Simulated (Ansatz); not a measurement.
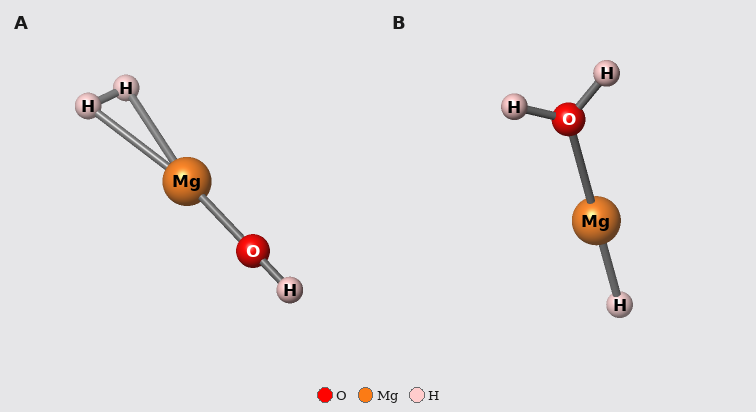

2 stationary structures of one formula. State: charge +1, singlet. Geometries: PBE0-D4/def2-TZVP. Electronic energies: RHF-CCSD(T) (frozen core)/def2-TZVPP (Ansatz 0.2.0), without zero-point energy. No frequency run is at hand to confirm each as a minimum.

Question: Rank them by energy, lowest first.

Answer: B is lowest; A lies 85.6 kJ/mol above it.
